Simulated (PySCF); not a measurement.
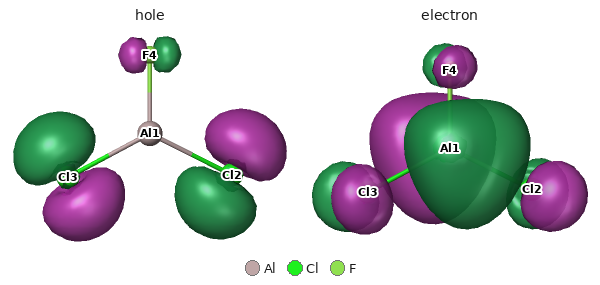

*AlCl2F. Leading natural transition orbital pair of S₃ (TDA singlet states); the surfaces enclose about 78 % of each orbital's density.*

Computed with PySCF, ωB97X/def2-SVPD, geometry: GFN2-xTB. No frequency check shows the geometry to be a minimum. GFN2-xTB bond lengths at metals and heavier atoms can be off by up to 0.1 Å and shapes distorted, which carries into these values.

The calculation's input:

```python
import numpy as np
from pyscf import gto, scf, dft, tdscf
from pyscf.scf import atom_ks, atom_hf
from scipy.linalg import block_diag

def solve(mol, dm0=None, hcore=None):
    mf = (dft.UKS if mol.spin else dft.RKS)(mol, xc='wb97x')
    mf.grids.level = 3
    mf = mf.density_fit(auxbasis='def2-universal-jkfit')
    mf.conv_tol, mf.max_cycle = 1e-8, 80
    if hcore is not None:
        mf.get_hcore = lambda *args: hcore
    mf.kernel(dm0)
    if not mf.converged:
        mf = mf.newton().run(mf.mo_coeff, mf.mo_occ, max_cycle=30)
    assert mf.converged, 'SCF not converged'
    return mf

mol = gto.M(atom='''
Al     0.00006    -0.27820     0.00000
Cl    -1.80883     0.61805     0.00000
Cl     1.80872     0.61816     0.00000
F      0.00013    -1.93322     0.00000
''', basis='def2-svpd', charge=0, spin=0, verbose=4)
mf = solve(mol)
td = mf.TDA()
td.nstates, td.singlet, td.conv_tol = 5, True, 1e-5
td.kernel()
td.analyze()
x, y = np.array([p[0] for p in td.xy]), np.array([p[1] + 0 * p[0] for p in td.xy])
f, mu = td.oscillator_strength(), td.transition_dipole()
nto = [td.get_nto(state=i + 1, verbose=4) for i in range(len(td.e))]
# spherically averaged free atoms, for the promolecule
atm = atom_ks.get_atm_nrks(mol, xc='wb97x')
pro = block_diag(*[(atm[a[0]][2] * atm[a[0]][3]) @ atm[a[0]][2].T for a in mol._atom])
np.savez('result.npz', e=td.e, f=f, ok=td.converged, w=[n[0] for n in nto], nto=[n[1] for n in nto], x=x, y=y, c=mf.mo_coeff, occ=mf.mo_occ, eps=mf.mo_energy, pro=pro, mu=mu)
```

Command:

```sh
OMP_NUM_THREADS=1 python input.py
```

The run took 2.5 min on 1 thread of Intel(R) Xeon(R) Processor @ 2.50GHz (Skylake/Cascade Lake), on a shared host, peak memory 0.53 GiB.

Q: What kind of excitation is it, and where does it lie?

A: 8.05 eV (154 nm), f = 0.000 (dark), n → empty p orbital of Al1; the leading pair carries 98 %; hole on Cl2 and Cl3 (45 % each) and Al1 (6 %), electron on Al1 (63 %), Cl2 and Cl3 (16 % each) and F4 (5 %); their centroids lie 0.5 Å apart. In canonical orbitals it is mainly HOMO → LUMO+1 (97 %). The HOMO–LUMO gap is 12.80 eV.
